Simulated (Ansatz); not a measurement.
## Fields on a plane of CaClF (space group P4/nmm)

```
CELL_PARAMETERS angstrom
      3.86667     0.00000     0.00000
      0.00000     3.86667     0.00000
      0.00000     0.00000     6.87431
ATOMIC_POSITIONS crystal
  Ca 0.00000 0.50000 0.80682
  Ca 0.50000 0.00000 0.19318
  Cl 0.50000 0.00000 0.64659
  Cl 0.00000 0.50000 0.35341
  F  0.50000 0.50000 0.00000
  F  0.00000 0.00000 0.00000
```

The slice is a (010) plane (indices of the conventional cell) through the point (0.000, 0.000, 0.000) (fractional), spanned by u = [100] and v = [001] in vectors of this cell: u (3.87 Å) and v (6.87 Å, at 90° to u). It covers one period; positions are fractions (u, v).

Atoms on it: Ca at (0.50, 0.19); Cl at (0.50, 0.65); F at (0.00, 0.00).

Calculation: r2SCAN (plane waves to 500 eV, PAW, scalar-relativistic; Ansatz, a first-principles code). k mesh 9×9×5. Inside the PAW spheres the values are not all-electron values, and peaks at nuclei hang on which shells count as valence. CaClF was relaxed with its symmetry unable to fall.

```
v \ u  0.00  0.18  0.36  0.55  0.73  0.91
-----  ----  ----  ----  ----  ----  ----
0.90   0.79  0.46  0.02  0.04  0.07  0.75
0.75   0.02  0.46  0.86  0.86  0.79  0.07
0.60   0.02  0.68  0.84     x  0.85  0.16
0.45   0.01  0.03  0.46  0.64  0.15  0.01
0.30   0.03  0.01  0.69  0.82  0.15  0.02
0.15   0.45  0.04  0.86     x  0.47  0.29
0.00      x  0.79  0.02  0.02  0.36     x
```

Values: electron localisation function (ELF). Points within 0.5 Å of a nucleus are blanked (x), as the pseudised field means little there.

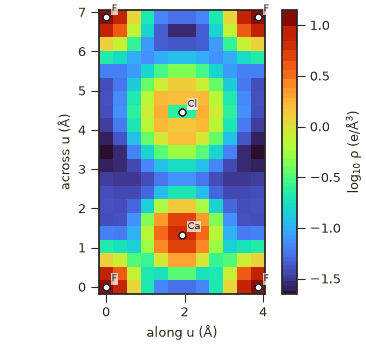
Log₁₀ of the valence density in e/Å³, one period of the plane, atoms marked. The scale is logarithmic, as a density can span decades between atoms and voids.
